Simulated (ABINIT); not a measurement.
**CdS (Hawleyite): G0W0 with ABINIT, start to end**

Wanted: ground state, empty states, screening and self-energy for CdS (Hawleyite).

Main program and level: ABINIT 10.8.3; PBE and many-body steps on it, plane waves.

**Experimental background.**

- Gap 2.42 eV: optical gap from inflexion point of photoacoustic spectrum, as-grown film; photoacoustic spectroscopy; film (as-grown chemical bath deposited film, about 0.25 um thick, deposited at 80 C) (“Study of the band--gap shift in CdS films: Influence of thermal annealing in different atmospheres”, 1995, arxiv:cond-mat/9501125).

**1. The structure**

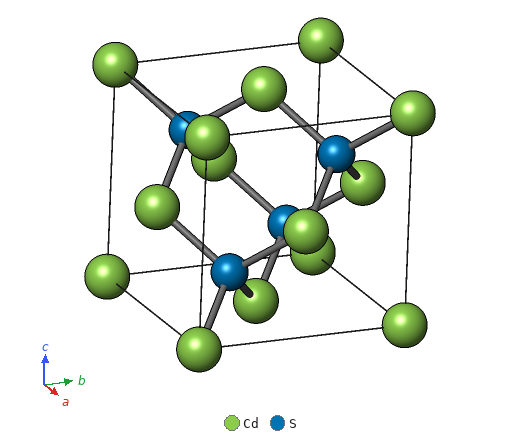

Start, viewed slightly off an axis; cadmium green, sulfur blue. This picture shows the conventional cell, with its axes. Bonds to atoms that aren't drawn are left out. Some periodic images of atoms are drawn too.

As a file:

```cif
data_structure
_symmetry_space_group_name_H-M 'P 1'
_symmetry_Int_Tables_number 1
_cell_length_a 4.1246
_cell_length_b 4.1246
_cell_length_c 4.1246
_cell_angle_alpha 60.000
_cell_angle_beta 60.000
_cell_angle_gamma 60.000
_cell_volume 49.62
loop_
_atom_site_label
_atom_site_type_symbol
_atom_site_fract_x
_atom_site_fract_y
_atom_site_fract_z
_atom_site_occupancy
Cd1 Cd 0.00000 0.00000 0.00000 1
S2 S 0.25000 0.25000 0.25000 1
```

The cell and positions come from the Crystallography Open Database and are kept as given unless a step says otherwise.

**2. Ground state**

This step: ABINIT 10.8.3; DFT, PBE, plane waves, norm-conserving pseudopotentials.

The ground-state density comes first.

run.abi reads:

```
acell 3*1.0 Angstrom
rprim 
  -0.000000000000 2.916500000000 2.916500000000
  2.916500000000 -0.000000000000 2.916500000000
  2.916500000000 2.916500000000 -0.000000000000
ntypat 2
znucl 48 16
natom 2
typat 1 2
xred 
  0.000000000000 0.000000000000 0.000000000000
  0.250000000000 0.250000000000 0.250000000000
pp_dirpath "pseudos"
pseudos "Cd.upf, S.upf"
ecut 47
ngkpt 6 6 6
nshiftk 1
shiftk 0 0 0
kptopt 1
chksymbreak 0
nband 18
occopt 1
tolvrs 1e-10
nstep 60
prtwf 0
optforces 0
optstress 0
indata_prefix "in"
outdata_prefix "out"
tmpdata_prefix "tmp"
```

Run with:

```console
$ OMP_NUM_THREADS=1 mpirun -n 4 abinit run.abi > log
```

Numbers of over 12 decimals in the logs are rounded to 6 here.

The program printed:

```text
.Version 10.8.3 of ABINIT. v10.8.2 released Aug 2026.

 Symmetries : space group F-4 3 m (#216); Bravais cF (face-center cubic)
================================================================================
 Values of the parameters that define the memory need of the present run
     intxc =       0    ionmov =       0      iscf =       7    lmnmax =       6
     lnmax =       6     mgfft =      50  mpssoang =       3    mqgrid =    3001
     natom =       2  nloc_mem =       1    nspden =       1   nspinor =       1
    nsppol =       1      nsym =      24    n1xccc =    2501    ntypat =       2
    occopt =       1   xclevel =       2
-    mband =          18        mffmem =           1         mkmem =           4
       mpw =        5188          nfft =      125000          nkpt =          16
================================================================================
  Rough estimation (10% accuracy) of disk space for files :
================================================================================

--------------------------------------------------------------------------------
------------- Echo of variables that govern the present computation ------------
--------------------------------------------------------------------------------
 -outvars: echo values of preprocessed input variables --------
            acell      1.8897261259E+00  1.8897261259E+00  1.8897261259E+00 Bohr

      chksymbreak           0
             ecut      4.70000000E+01 Hartree
-          fftalg         312

              ixc     -101130
              kpt      0.00000000E+00  0.00000000E+00  0.00000000E+00
                       1.66666667E-01  0.00000000E+00  0.00000000E+00
                       3.33333333E-01  0.00000000E+00  0.00000000E+00
                       5.00000000E-01  0.00000000E+00  0.00000000E+00
                       1.66666667E-01  1.66666667E-01  0.00000000E+00
                       3.33333333E-01  1.66666667E-01  0.00000000E+00
                       5.00000000E-01  1.66666667E-01  0.00000000E+00
                      -3.33333333E-01  1.66666667E-01  0.00000000E+00
                      -1.66666667E-01  1.66666667E-01  0.00000000E+00
   [... 5 further rows ...]
                      -3.33333333E-01  3.33333333E-01  1.66666667E-01
                      -3.33333333E-01  5.00000000E-01  1.66666667E-01
         kptrlatt        6    0    0      0    6    0      0    0    6
          kptrlen      4.67656631E+01
P           mkmem           4
            natom           2
            nband          18
            ngfft          50      50      50
             nkpt          16
            nstep          60
             nsym          24
           ntypat           2
              occ      2.000000  2.000000  2.000000  2.000000  2.000000  2.000000
                       2.000000  2.000000  2.000000  2.000000  2.000000  2.000000
                       2.000000  0.000000  0.000000  0.000000  0.000000  0.000000
        optforces           0
        optstress           0
            prtwf           0
            rprim     -0.0000000000E+00  2.9165000000E+00  2.9165000000E+00
[...]
spgroup         216

           tolvrs      1.00000000E-10

             xred      0.0000000000E+00  0.0000000000E+00  0.0000000000E+00
[...]
znucl       48.00000   16.00000

================================================================================

 chkinp: Checking input parameters for consistency.

================================================================================
== DATASET  1 ==================================================================
-   mpi_nproc: 4, omp_nthreads: 1 (-1 if OMP is not activated)

--- !DatasetInfo
iteration_state: {dtset: 1, }
dimensions: {natom: 2, nkpt: 16, mband: 18, nsppol: 1, nspinor: 1, nspden: 1, mpw: 5188, }
cutoff_energies: {ecut:  47.0, pawecutdg:  -1.0, }
electrons: {nelect:   2.60000000E+01, charge:   0.00000000E+00, occopt:   1.00000000E+00, tsmear:   1.00000000E-02, }

 Real(R)+Recip(G) space primitive vectors, cartesian coordinates (Bohr,Bohr^-1):
 R(1)=  0.0000000  5.5113862  5.5113862  G(1)= -0.0907213  0.0907213  0.0907213
 R(2)=  5.5113862  0.0000000  5.5113862  G(2)=  0.0907213 -0.0907213  0.0907213
 R(3)=  5.5113862  5.5113862  0.0000000  G(3)=  0.0907213  0.0907213 -0.0907213
 Unit cell volume ucvol=  3.3482088E+02 bohr^3
 Angles (23,13,12)=  6.00000000E+01  6.00000000E+01  6.00000000E+01 degrees

 getcut: wavevector=  0.0000  0.0000  0.0000  ngfft=  50  50  50
         ecut(hartree)=     47.000   => boxcut(ratio)=   2.07948

--- Pseudopotential description ------------------------------------------------
- Cd Generated using ONCVPSP code by D. R. Hamann
- 48.00000  20.00000  171031                  znucl, zion, pspdat
12 -101130 2 -1 1368                          pspcod,pspxc,lmax,lloc,mmax
     nproj     2     2     2
  pspatm : epsatm=   23.16453630
         --- l  ekb(1:nproj) -->
[...]
pspatm: atomic psp has been read  and splines computed

- S Generated using ONCVPSP code by D. R. Hamann
- 16.00000   6.00000  171031                  znucl, zion, pspdat
12 -101130 2 -1 1146                          pspcod,pspxc,lmax,lloc,mmax
     nproj     2     2     2
  pspatm : epsatm=    9.01821529
         --- l  ekb(1:nproj) -->
[...]
2   -3.547662   -0.986524
 pspatm: atomic psp has been read  and splines computed

   8.36751541E+02                                ecore*ucvol(ha*bohr**3)
--------------------------------------------------------------------------------

_setup2: Arith. and geom. avg. npw (full set) are    5151.458    5151.430

================================================================================

--- !BeginCycle
iteration_state: {dtset: 1, }
solver: {iscf: 7, nstep: 60, nline: 4, wfoptalg: 0, }
tolerances: {tolvrs: 1.00E-10, }

     iter   Etot(hartree)      deltaE(h)  residm     vres2
 ETOT  1  -184.58109602512    -1.846E+02 2.197E+00 4.390E+03
 ETOT  2  -185.65086711536    -1.070E+00 3.839E-02 6.972E+03
 ETOT  3  -186.34144421193    -6.906E-01 5.803E-03 7.723E+02
 ETOT  4  -186.39720509171    -5.576E-02 2.096E-03 2.072E+02
 ETOT  5  -186.41732805768    -2.012E-02 6.205E-04 2.343E+00
 ETOT  6  -186.41755963703    -2.316E-04 2.448E-04 2.511E-02
 ETOT  7  -186.41756130017    -1.663E-06 3.384E-05 9.705E-03
 ETOT  8  -186.41756155447    -2.543E-07 3.870E-05 7.709E-03
 ETOT  9  -186.41756237534    -8.209E-07 1.732E-05 2.003E-05
 ETOT 10  -186.41756237783    -2.486E-09 4.463E-05 2.764E-07
 ETOT 11  -186.41756237784    -1.558E-11 2.006E-05 1.060E-08
 ETOT 12  -186.41756237784    -1.478E-12 4.702E-05 7.445E-10
 ETOT 13  -186.41756237785    -2.160E-12 2.139E-05 4.140E-11

 At SCF step   13       vres2   =  4.14E-11 < tolvrs=  1.00E-10 =>converged.

--- !ResultsGS
iteration_state: {dtset: 1, }
comment   : Summary of ground state results
lattice_vectors:
- [ -0.0000000,   5.5113862,   5.5113862, ]
- [  5.5113862,  -0.0000000,   5.5113862, ]
- [  5.5113862,   5.5113862,  -0.0000000, ]
lattice_lengths: [   7.79428,    7.79428,    7.79428, ]
lattice_angles: [ 60.000,  60.000,  60.000, ] # degrees, (23, 13, 12)
lattice_volume:   3.3482088E+02
convergence: {deltae: -2.160E-12, res2:  4.140E-11, residm:  2.139E-05, diffor:  0.000E+00, }
etotal    :  -1.86417562E+02
entropy   :   0.00000000E+00
fermie    :   1.60449132E-01
cartesian_stress_tensor: null
pressure_GPa: null
xred      :
- [  0.0000E+00,   0.0000E+00,   0.0000E+00, Cd]
- [  2.5000E-01,   2.5000E-01,   2.5000E-01,  S]
cartesian_forces: null
force_length_stats: {min: null, max: null, mean: null, }

 Integrated electronic density in atomic spheres:
 ------------------------------------------------
 Atom  Sphere_radius  Integrated_density
    1        2.00000         17.17000095
    2        2.00000          3.93308081
================================================================================

 ----iterations are completed or convergence reached----

 Mean square residual over all n,k,spin=   83.764E-09; max=  21.389E-06
 reduced coordinates (array xred) for    2 atoms
       0.000000000000      0.000000000000      0.000000000000
       0.250000000000      0.250000000000      0.250000000000
 rms dE/dt=  0.0000E+00; max dE/dt=  0.0000E+00; dE/dt below (all hartree)
    1       0.000000000000      0.000000000000      0.000000000000
    2       0.000000000000      0.000000000000      0.000000000000

 cartesian coordinates (angstrom) at end:
    1      0.000000     0.000000     0.000000
    2      1.458250     1.458250     1.458250
 length scales=  1.889726125908  1.889726125908  1.889726125908 bohr
              =  1.000000000000  1.000000000000  1.000000000000 angstroms
 prteigrs : about to open file out_EIG
 Fermi (or HOMO) energy (hartree) =   0.16045   Average Vxc (hartree)=  -0.34390
 Eigenvalues (hartree) for nkpt=  16  k points:
 kpt#   1, nband= 18, wtk=  0.00463, kpt=  0.0000  0.0000  0.0000 (reduced coord)
  -3.56438   -2.13350   -2.13350   -2.13350   -0.29393   -0.12336   -0.12336   -0.12336
  -0.10576   -0.10576    0.16045    0.16045    0.16045    0.20252    0.40047    0.40047
   0.40047    0.58082
 prteigrs : prtvol=0 or 1, do not print more k-points.

--- !EnergyTerms
iteration_state     : {dtset: 1, }
comment             : Components of total free energy in Hartree
kinetic             :  6.53961700220401E+01
hartree             :  6.51752441479133E+01
xc                  : -2.74241571192247E+01
Ewald energy        : -9.94062291781547E+01
psp_core            :  2.49910199437371E+00
local_psp           : -1.98406412410882E+02
non_local_psp       :  5.74872016608814E+00
total_energy        : -1.86417562377846E+02
total_energy_eV     : -5.07268029289782E+03
band_energy         : -2.10662569605561E+01

== END DATASET(S) ==============================================================
================================================================================

 -outvars: echo values of variables after computation  --------
           etotal     -1.8641756238E+02
            nband          18
             nkpt          16
          spgroup         216
 [... the other variables as echoed above ...]

 Calculation completed.
```

It took 13 s on 4 MPI ranks of Intel Xeon 6975P-C (Granite Rapids), shared host; peak memory 0.4 GiB.

This step gave:

- total energy: -5072.6803 eV
- gap: 1.145 eV
- k of the valence top: 0, 0, 0
- k of the conduction bottom: 0, 0, 0
- least direct gap: 1.145 eV

The gap is direct, at Γ.

[end of part 1 of 3]

[Paths, hosts, dates, memory and timing lines, banners, echoed tables and standing remarks are left out of the program output.]

[Logs are printed without paths, hosts, clocks, repeated set-up lines and the standing remarks that a program may print on its own settings, such as how far it seeks lower states.]

[Runs of the session that timed out or met a known fault of the program may be left out.]

[Hosts, paths, dates, database ids (printed as entryN), source tags and the programs' standing remarks are cut or masked in the printed files.]

[G0W0 gaps are taken among the corrected bands and points alone; a level outside them can change the order at an edge.]

[Where Ansatz stands beside ABINIT at settings called matched, ABINIT's density can come from a denser mesh and the files from another edition; pairs whose starting gaps differed by over 0.03 eV were left out, so agreement reads better than it is.]
